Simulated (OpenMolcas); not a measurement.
# C2H4BCl (SMILES C=CBCl): a chain of runs

Wanted: a single-point energy (HF/ANO-R0), then a single-point energy (CASSCF(2,2)/ANO-R1), then an energy scan (CASPT2(2,2)/ANO-R1), then the energy along one coordinate (SC-NEVPT2(2,2)/ANO-R1), then the energy along one coordinate (MC-PDFT[tPBE](2,2)/ANO-R1) of C2H4BCl. 

Program for the calculation: OpenMolcas 26.06.

### Step 1. The structure to begin with

C2H4BCl has 8 atoms, charge 0, and is taken as a singlet. SMILES: `C=CBCl`. The shape is that of a PBE0-D4/def2-TZVP optimisation. This is one conformer, not always the lowest.

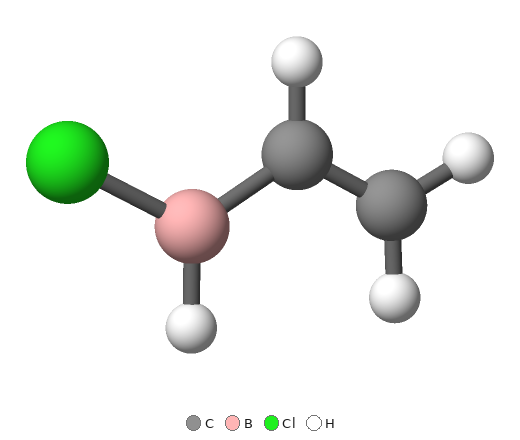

The structure, seen from a chosen angle (carbon grey, boron pink, chlorine green, hydrogen white).

### Step 2. The energy at HF/ANO-R0 (sfX2C) (run 1)

File input.xyz:

```xyz
8

C      0.357400     1.219900    -0.260000
C      0.353800     0.057700     0.401100
B     -0.528600    -1.094400    -0.086400
Cl    -0.555100    -2.627600     0.756600
H     -0.259700     1.360400    -1.142800
H      0.965100     2.067000     0.044900
H      0.984000    -0.048700     1.281300
H     -1.225000    -0.991500    -1.050400
```

File step1.input:

```
* C2H4BCl Hartree-Fock
>>> EXPORT MOLCAS_PRINT=2

&gateway
  coord
  input.xyz
  basis
  ANO-R0
  group
  NoSym

&seward

&scf
  prorbitals
  0

&localisation
  occupied
  freeze
  pipek-mezey

&localisation
  fileorb
  $Project.LocOrb
  virtual
  pipek-mezey
```

Started as:

```sh
$ export MOLCAS_MEM=1860
$ pymolcas step1.input > step1.log
```

Output:

```text
--- Start Module: gateway ---
[...]
--- Stop Module: gateway /rc=_RC_ALL_IS_WELL_ ---
[...]
      Basis functions           28
[...]
       Convergence after  10 Iterations
[...]
::    Total SCF energy                               -563.2374654159
[...]
      Total spin, S                                     0.0000000000
[...]
      Total electronic charge=   38.000000
      Total            charge=   -0.000000
[...]
      Dipole Moment (debye):
      Origin of the operator (angstrom)=   -0.2193   -1.1647    0.3557
                   X=  7.4397E-01               Y=  1.3274E+00               Z=  2.0686E-01           Total=  1.5357E+00
      Quadrupole Moment (debye*angstrom):
[...]
--- Start Module: localisation ---
[...]
--- Stop Module: localisation /rc=_RC_ALL_IS_WELL_ ---
--- Start Module: localisation ---
[...]
--- Stop Module: localisation /rc=_RC_ALL_IS_WELL_ ---
[...]
```

It took 1.9 s on 1 thread of Intel Xeon 6975P-C (Granite Rapids), shared host; peak memory 0.38 GiB.

### Step 3. A single-point energy at CASSCF(2,2)/ANO-R1 (sfX2C, RICD fitting) (run 2)

input.xyz is that of step 2.

File step2.inp:

```
* C2H4BCl CASSCF
&GATEWAY
Coord=input.xyz
Basis=ANO-R0
Group=NoSym
&SEWARD
&RASSCF
FileOrb=$CurrDir/step1.LocOrb
Alter=2
1 12 19
1 20 27
Spin=1
Nactel=2 0 0
Inactive=18
Ras2=2
OrbListing=Nothing
>>> COPY $Project.RunFile RUNFIL1
>>> COPY $Project.RasOrb INPORB
&GATEWAY
Coord=input.xyz
Basis=ANO-R1
Group=NoSym
RICD
&SEWARD
>>> COPY $Project.RunFile RUNFIL2
&EXPBAS
&RASSCF
FileOrb=$Project.ExpOrb
Spin=1
Nactel=2 0 0
Inactive=18
Ras2=2
OrbListing=Nothing
OrbAppear=Compact
```

Started as:

```sh
$ export MOLCAS_MEM=1860
$ pymolcas step2.inp > step2.log
```

Output:

```text
--- Start Module: gateway ---
[...]
--- Stop Module: gateway /rc=_RC_ALL_IS_WELL_ ---
[...]
      Basis functions           28
[...]
      Number of active orbitals                  2
[...]
      Spin quantum number                      0.0
[...]
      Active orbitals                            2
[...]
      Number of CSFs                             3
[...]
      Number of root(s) required                 1
[...]
      Convergence after 12 iterations
[...]
      printout of CI-coefficients larger than  0.05 for root  1
      energy=    -563.246791
      conf/sym  11     Coeff  Weight
             1  20   0.99725 0.99451
             3  02  -0.07411 0.00549
      Natural orbitals and occupation numbers for root  1
      sym 1:   1.989017   0.010983
      ************************************************************************************************************************
      *                                                    Final results                                                     *
[...]
::    RASSCF root number  1 Total energy:   -563.24679138
[...]
      Basis functions           80
[...]
--- Start Module: expbas ---
[...]
--- Stop Module: expbas /rc=_RC_ALL_IS_WELL_ ---
--- Start Module: rasscf ---
[...]
      Convergence after 15 iterations
[...]
      Natural orbitals and occupation numbers for root  1
      sym 1:   1.988814   0.011186
      ************************************************************************************************************************
      *                                                    Final results                                                     *
[...]
::    RASSCF root number  1 Total energy:   -563.77580451
[...]
      Total electronic charge=   38.000000
      Total            charge=   -0.000000
[...]
      Dipole Moment (debye):
      Origin of the operator (angstrom)=   -0.2193   -1.1647    0.3557
                   X=  5.3801E-01               Y=  2.0862E+00               Z= -4.9504E-01           Total=  2.2106E+00
      Quadrupole Moment (debye*angstrom):
[...]
--- Stop Module: rasscf /rc=_RC_ALL_IS_WELL_ ---
[...]
```

Run time: 5.4 s. Hardware: 1 thread of Intel Xeon 6975P-C (Granite Rapids), shared host; peak memory 0.38 GiB.

### Step 4. An energy scan at CASPT2(2,2)/ANO-R1 (sfX2C, RICD fitting, ipea shift 0.25 Eh, pt2 variant SS) (run 3)

File step3.inp:

```
>>> EXPORT MOLCAS_PRINT=2
>>> COPY $CurrDir/step2.RasOrb $Project.RasOrb
>>> ForEach K in (1, 2, 3, 4, 5, 6, 7, 8, 9)
&GATEWAY
COORD
$CurrDir/point$K.xyz
BASIS
ANO-R1
GROUP
NoSym
RICD
&SEWARD
&RASSCF
FILEORB
$Project.RasOrb
SPIN
1
NACTEL
2 0 0
INACTIVE
18
RAS2
2
ORBLISTING
Nothing
ORBAPPEAR
Compact
&CASPT2
IMAGINARY
0.2
FROZEN
8
>>> EndDo
```

Started as:

```sh
$ export MOLCAS_MEM=1860
$ pymolcas step3.inp > step3.log
```

Output:

```text
[...]
      Basis functions           80
[...]
      Number of active orbitals                  2
[...]
      Spin quantum number                      0.0
[...]
      Active orbitals                            2
[...]
      Number of CSFs                             3
[...]
      Number of root(s) required                 1
[...]
      Convergence after 12 iterations
[...]
      printout of CI-coefficients larger than  0.05 for root  1
      energy=    -563.753088
      conf/sym  11     Coeff  Weight
             1  20   0.99829 0.99659
             3  02  -0.05843 0.00341
      Natural orbitals and occupation numbers for root  1
      sym 1:   1.993173   0.006827
      ************************************************************************************************************************
      *                                                    Final results                                                     *
[...]
::    RASSCF root number  1 Total energy:   -563.75308813
[...]
      E2 (Variational):          -0.4859306254
[...]
::    CASPT2 Root  1     Total energy:   -564.23901876
[...]
      Convergence after 11 iterations
[...]
      Natural orbitals and occupation numbers for root  1
      sym 1:   1.988810   0.011190
      ************************************************************************************************************************
      *                                                    Final results                                                     *
[...]
      Convergence after 10 iterations
[...]
      Natural orbitals and occupation numbers for root  1
      sym 1:   1.814603   0.185397
      ************************************************************************************************************************
      *                                                    Final results                                                     *
[...]
      Convergence after 10 iterations
[...]
      Natural orbitals and occupation numbers for root  1
      sym 1:   1.599727   0.400273
      ************************************************************************************************************************
      *                                                    Final results                                                     *
[...]
      Convergence after  9 iterations
[...]
      Natural orbitals and occupation numbers for root  1
      sym 1:   1.306736   0.693264
      ************************************************************************************************************************
      *                                                    Final results                                                     *
[...]
::    RASSCF root number  1 Total energy:   -563.60381253
[...]
::    CASPT2 Root  1     Total energy:   -564.06757094
[...]
      Convergence after  8 iterations
[...]
      Natural orbitals and occupation numbers for root  1
      sym 1:   1.089162   0.910838
      ************************************************************************************************************************
      *                                                    Final results                                                     *
[...]
::    RASSCF root number  1 Total energy:   -563.60008681
[...]
      Dipole Moment (debye):
      Origin of the operator (angstrom)=    0.4252   -0.3232    0.7118
                   X=  1.6826E-01               Y=  9.6300E-01               Z= -3.3264E-01           Total=  1.0326E+00
      Quadrupole Moment (debye*angstrom):
[...]
      E2 (Variational):          -0.4618098149
      Total energy:            -564.0618966211
[...]
      Reference weight:           0.84274
[...]
::    CASPT2 Root  1     Total energy:   -564.06189662
[...]
```

It took 33 s on 1 thread of Intel Xeon 6975P-C (Granite Rapids), shared host; peak memory 0.088 GiB.

The scan, from its lowest point:

```tsv
B3–C2 (Å)	energy (kJ/mol)
1.378	51.3
1.531	0.0
1.684	19.7
1.914	102.0
2.220	228.8
2.603	357.7
3.062	451.3
3.674	501.4
4.593	516.3
```

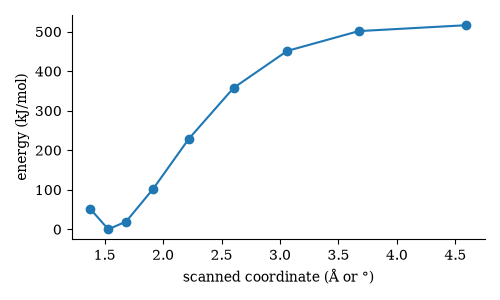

Energy along the scan.

### Step 5. An energy scan at SC-NEVPT2(2,2)/ANO-R1 (sfX2C, RICD fitting, pt2 variant SC-NEVPT2) (run 4)

File step4.inp:

```
>>> COPY $CurrDir/step2.RasOrb $Project.RasOrb
>>> ForEach K in (1, 2, 3, 4, 5, 6, 7, 8, 9)

&GATEWAY
 Coord
 $CurrDir/point$K.xyz
 Basis
 ANO-R1
 Group
 NoSym
 RICD

&SEWARD

&RASSCF
 FileOrb
 $Project.RasOrb
 Spin
 1
 Nactel
 2 0 0
 Inactive
 18
 Ras2
 2
 OrbListing
 Nothing
 OrbAppear
 Compact

&CASPT2
 SC-NEVPT2
 Frozen
 8
>>> EndDo
```

Started as:

```sh
$ export MOLCAS_MEM=1860
$ pymolcas step4.inp > step4.log
```

Output:

```text
--- Start Module: gateway ---
[...]
--- Stop Module: gateway /rc=_RC_ALL_IS_WELL_ ---
[...]
      Basis functions           80
[...]
      Number of active orbitals                  2
[...]
      Spin quantum number                      0.0
[...]
      Active orbitals                            2
[...]
      Number of CSFs                             3
[...]
      Number of root(s) required                 1
[...]
      Convergence after 12 iterations
[...]
      printout of CI-coefficients larger than  0.05 for root  1
      energy=    -563.753088
      conf/sym  11     Coeff  Weight
             1  20   0.99829 0.99659
             3  02  -0.05843 0.00341
      Natural orbitals and occupation numbers for root  1
      sym 1:   1.993173   0.006827
      ************************************************************************************************************************
      *                                                    Final results                                                     *
[...]
::    RASSCF root number  1 Total energy:   -563.75308813
[...]
      E2 (Variational):          -0.4810846083
[...]
::    SC-NEVPT2 Root  1     Total energy:   -564.23412443
[...]
      Convergence after 11 iterations
[...]
      Natural orbitals and occupation numbers for root  1
      sym 1:   1.988810   0.011190
      ************************************************************************************************************************
      *                                                    Final results                                                     *
[...]
      Convergence after 10 iterations
[...]
      Natural orbitals and occupation numbers for root  1
      sym 1:   1.814603   0.185397
      ************************************************************************************************************************
      *                                                    Final results                                                     *
[...]
      Convergence after 10 iterations
[...]
      Natural orbitals and occupation numbers for root  1
      sym 1:   1.599727   0.400273
      ************************************************************************************************************************
      *                                                    Final results                                                     *
[...]
      Convergence after  9 iterations
[...]
      Natural orbitals and occupation numbers for root  1
      sym 1:   1.306736   0.693264
      ************************************************************************************************************************
      *                                                    Final results                                                     *
[...]
::    RASSCF root number  1 Total energy:   -563.60381253
[...]
::    SC-NEVPT2 Root  1     Total energy:   -564.06276585
[...]
--- Start Module: rasscf ---
[...]
      Convergence after  8 iterations
[...]
      Natural orbitals and occupation numbers for root  1
      sym 1:   1.089162   0.910838
      ************************************************************************************************************************
      *                                                    Final results                                                     *
[...]
::    RASSCF root number  1 Total energy:   -563.60008681
[...]
      Total electronic charge=   38.000000
      Total            charge=   -0.000000
[...]
--- Stop Module: rasscf /rc=_RC_ALL_IS_WELL_ ---
[...]
      E2 (Variational):          -0.4572606592
      Total energy:            -564.0573474654
[...]
      Reference weight:           0.84288
[...]
::    SC-NEVPT2 Root  1     Total energy:   -564.05734747
[...]
```

Run time: 31 s. Hardware: 1 thread of Intel Xeon 6975P-C (Granite Rapids), shared host; peak memory 0.088 GiB.

The scan, from its lowest point:

```tsv
B3–C2 (Å)	energy (kJ/mol)
1.378	53.3
1.531	0.0
1.684	17.8
1.914	98.1
2.220	224.3
2.603	355.7
3.062	452.8
3.674	503.2
4.593	517.5
```

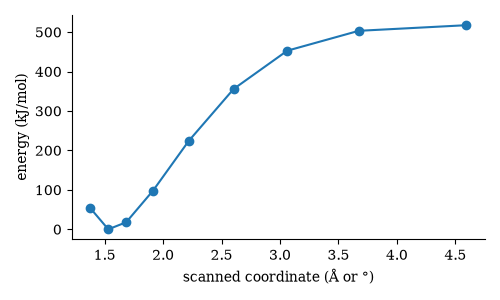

Energy along the scan.

### Step 6. The energy along one coordinate at MC-PDFT[tPBE](2,2)/ANO-R1 (sfX2C, RICD fitting) (run 5)

File step5.input:

```
>>> COPY $CurrDir/step2.RasOrb $Project.RasOrb
>>> ForEach K in (1, 2, 3, 4, 5, 6, 7, 8, 9)

&GATEWAY
 Coord=$CurrDir/point$K.xyz
 Basis=ANO-R1
 Group=NoSym
 RICD

&SEWARD

&RASSCF
 FileOrb=$Project.RasOrb
 Spin=1
 Nactel=2 0 0
 Inactive=18
 Ras2=2
 OrbListing=Nothing
 OrbAppear=Compact

&MCPDFT
 KSDFT=T:PBE
>>> EndDo
```

Started as:

```sh
$ export MOLCAS_MEM=1860
$ pymolcas step5.input > step5.log
```

Output:

```text
--- Start Module: gateway ---
[...]
--- Stop Module: gateway /rc=_RC_ALL_IS_WELL_ ---
[...]
      Basis functions           80
[...]
      Number of active orbitals                  2
[...]
      Spin quantum number                      0.0
[...]
      Active orbitals                            2
[...]
      Number of CSFs                             3
[...]
      Number of root(s) required                 1
[...]
      Convergence after 12 iterations
[...]
      printout of CI-coefficients larger than  0.05 for root  1
      energy=    -563.753088
      conf/sym  11     Coeff  Weight
             1  20   0.99829 0.99659
             3  02  -0.05843 0.00341
      Natural orbitals and occupation numbers for root  1
      sym 1:   1.993173   0.006827
      ************************************************************************************************************************
      *                                                    Final results                                                     *
[...]
::    RASSCF root number  1 Total energy:   -563.75308813
[...]
::    MCPDFT root number  1 Total energy:   -564.79303965
[...]
      Convergence after 11 iterations
[...]
      Natural orbitals and occupation numbers for root  1
      sym 1:   1.988810   0.011190
      ************************************************************************************************************************
      *                                                    Final results                                                     *
[...]
      Convergence after 10 iterations
[...]
      Natural orbitals and occupation numbers for root  1
      sym 1:   1.814603   0.185397
      ************************************************************************************************************************
      *                                                    Final results                                                     *
[...]
      Convergence after 10 iterations
[...]
      Natural orbitals and occupation numbers for root  1
      sym 1:   1.599727   0.400273
      ************************************************************************************************************************
      *                                                    Final results                                                     *
[...]
      Convergence after  9 iterations
[...]
      Natural orbitals and occupation numbers for root  1
      sym 1:   1.306736   0.693264
      ************************************************************************************************************************
      *                                                    Final results                                                     *
[...]
::    RASSCF root number  1 Total energy:   -563.60381253
[...]
::    MCPDFT root number  1 Total energy:   -564.61001069
[...]
      Convergence after  8 iterations
[...]
      Natural orbitals and occupation numbers for root  1
      sym 1:   1.089162   0.910838
      ************************************************************************************************************************
      *                                                    Final results                                                     *
[...]
::    RASSCF root number  1 Total energy:   -563.60008681
[...]
      Total electronic charge=   38.000000
      Total            charge=   -0.000000
[...]
      Dipole Moment (debye):
      Origin of the operator (angstrom)=    0.4252   -0.3232    0.7118
                   X=  1.6826E-01               Y=  9.6300E-01               Z= -3.3264E-01           Total=  1.0326E+00
      Quadrupole Moment (debye*angstrom):
[...]
::    MCPDFT root number  1 Total energy:   -564.60450250
[...]
```

It took 35 s on 1 thread of Intel Xeon 6975P-C (Granite Rapids), shared host; peak memory 0.088 GiB.

The scan, from its lowest point:

```tsv
B3–C2 (Å)	energy (kJ/mol)
1.378	47.1
1.531	0.0
1.684	21.1
1.914	103.6
2.220	231.0
2.603	365.7
3.062	470.5
3.674	527.7
4.593	542.2
```

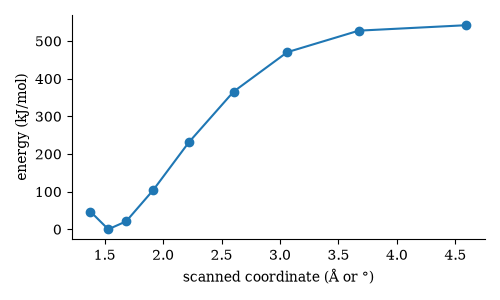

Energy along the scan.

### Step 7. Summary of results

| quantity | value |
| --- | --- |
| run 1, HF/ANO-R0: total energy | -563.23747 Eh |
| run 1, HF/ANO-R0: dipole moment | 1.54 D |
| run 1, HF/ANO-R0: HOMO energy | -11.76 eV |
| run 1, HF/ANO-R0: LUMO energy | 0.89 eV |
| run 1, HF/ANO-R0: HOMO–LUMO gap | 12.65 eV |
| run 2, CASSCF(2,2)/ANO-R1: total energy | -563.77580 Eh |
| run 2, CASSCF(2,2)/ANO-R1: dipole moment (CASSCF density) | 2.21 D |
| run 3, CASPT2(2,2)/ANO-R1: lowest energy of the scan | -564.25854 Eh |
| run 4, SC-NEVPT2(2,2)/ANO-R1: lowest energy of the scan | -564.25444 Eh |
| run 5, MC-PDFT[tPBE](2,2)/ANO-R1: lowest energy of the scan | -564.81100 Eh |

Mulliken charges (run 2, CASSCF(2,2)/ANO-R1) run from -0.15 on Cl4 to +0.08 on C2; they depend strongly on the basis.
